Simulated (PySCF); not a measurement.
C2H3AlCl2 (SMILES C=[CH][Al]([Cl])[Cl])

```xyz
8

Al    0.9786    0.9818   -0.2882
Cl    2.9798    1.2120   -0.8643
Cl   -0.1425    2.7173    0.0663
C     0.1432   -0.7358   -0.0710
C    -1.1342   -0.8363    0.3303
H     0.6928   -1.6661   -0.2660
H    -1.7481    0.0468    0.5456
H    -1.6314   -1.8054    0.4636
```

Geometry: PBE0-D3(BJ)/def2-SVP.

Computed with PBE0/pcSseg-1 Al:pcSseg-2, SCF density, gas phase, non-relativistic in PySCF.

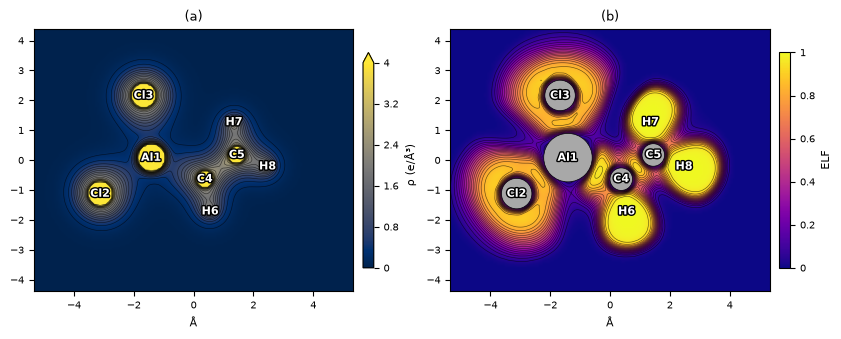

Figure 1. (a) electron density; (b) electron localisation function on the molecular plane. Grey discs cover the atomic cores in the ELF map.

Question: What do the fields say about this system?

Answer:
- The plane passes through Al, Cl, C and H nuclei.
- C–C (1.34 Å): ρ at the midpoint is about 2.2 e/Å³; the ELF peaks at about 0.95 between the atoms: a multiple bond.
- C–Al (1.92 Å): the density is about 0.79 e/Å³ at the midpoint; the ELF peaks at about 0.95 between the atoms; a shared but strongly polarised pair.
- Al–Cl (2.10 Å): the density is about 0.78 e/Å³ at the midpoint; the ELF peaks at about 0.85 in the valence shell of Cl, 0.9 Å from its nucleus, and is about 0.85 at the midpoint.
- C–H (1.10 Å): ρ is about 2 e/Å³ halfway; the ELF climbs to about 1 towards the hydrogen, as it does in any bond to H: an ordinary covalent bond to hydrogen.
- The ELF also peaks beside Cl2 and Cl3, away from the bonds: lone-pair regions.

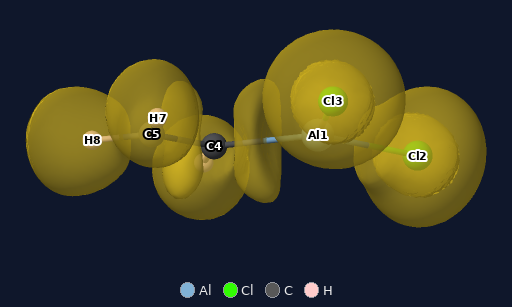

Figure 2. Isosurface of the electron localisation function at 0.8 (yellow), seen from one side. Core shells and regions of very low density are left out.

Question: Where are the electrons localised?

Answer: At this value the surface marks out one region between bonded Al–C atoms (shared pairs), one region between bonded C–C atoms (shared pairs), three regions around hydrogen nuclei and two regions on Cl in which the atom's valence shell and bonds are merged.

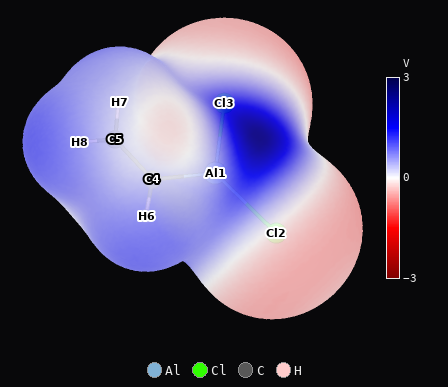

Figure 3. The molecular electrostatic potential painted on the density surface at 0.001 e/bohr³, seen at a tilt; red is negative and blue positive.

Question: Where is the surface potential most negative and most positive?

Answer: The most negative region (about −0.6 V, or −14 kcal/mol for a unit charge) lies over Cl2 and Cl3, the most positive (about +2.3 V, or +53 kcal/mol for a unit charge) over Al1.

Question: How polar is the molecule by this calculation?

Answer: Its dipole moment is 2.47 D.
